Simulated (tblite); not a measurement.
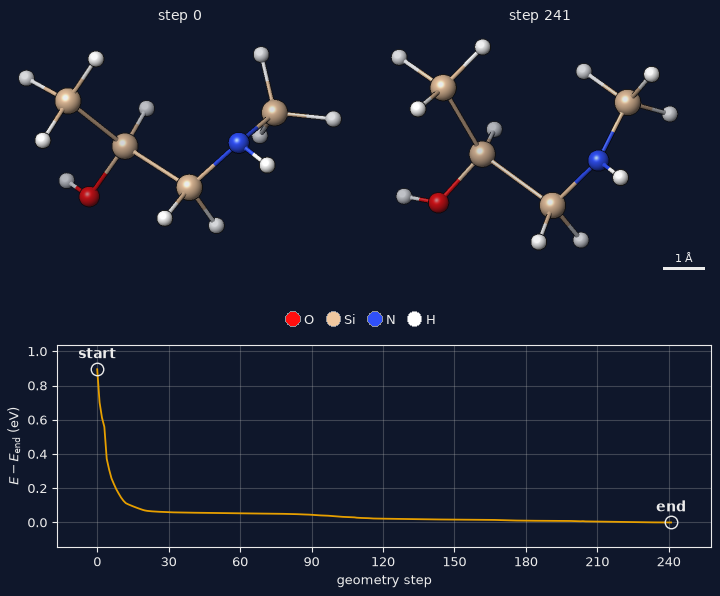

First and last geometry of a relaxation of Si4NH11O, with the history of the run. A ball-and-stick model, seen at a tilt.

Theory: tblite 0.8.0, GFN2-xTB geometry optimisation, gas phase. 

> Read the history and describe the run.

It converged. The atom that moves furthest after the best rigid fit is an H atom (2.00 Å). By element the largest moves are H 2.00 Å, Si 0.67 Å, N 0.61 Å, O 0.48 Å. Some distances before and after: Si–Si 2.226 → 2.321 Å, O–Si 1.725 → 1.644 Å, Si–Si 2.228 → 2.299 Å, N–Si 1.785 → 1.727 Å. Bond angles that change, for instance: Si–N–Si 108.8° → 130.4°, Si–O–H 109.8° → 122.9°, Si–Si–H 106.8° → 116.3°. Groups turn about Si–Si by about 25°. Over 241 geometry steps the energy falls by 0.895 eV.
